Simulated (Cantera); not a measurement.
A closed system holds: 1 mol C2F6, 0.19 mol H2, equilibrated at 0.0100 bar.

Equilibrium computed with Cantera from the NASA thermochemical tables; the gas is ideal and each condensed phase is pure. Candidate condensed phases: C, C6H6, C7H8, C8H18; 95 gas species. The feed counts by its element totals alone. The tables' values for C2F4 are old estimates; treat these amounts as uncertain. Gases not in the tables: C2F6 and larger saturated fluorocarbons. Equilibrium is a limit: real reactors are often held back by kinetics, nucleation or transport.

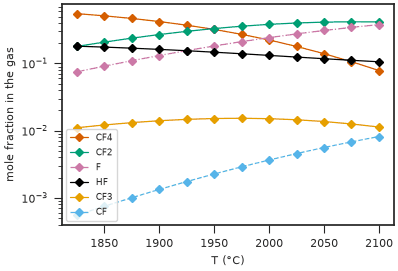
*Equilibrium gas composition (values under 1e-9 drawn at 1e-9)*

Problem. Read off the mole fractions at 1975 °C.

Solution. CF2 about 0.36, CF4 about 0.27, F about 0.21, HF about 0.14, CF3 about 0.015, CF about 0.0029.
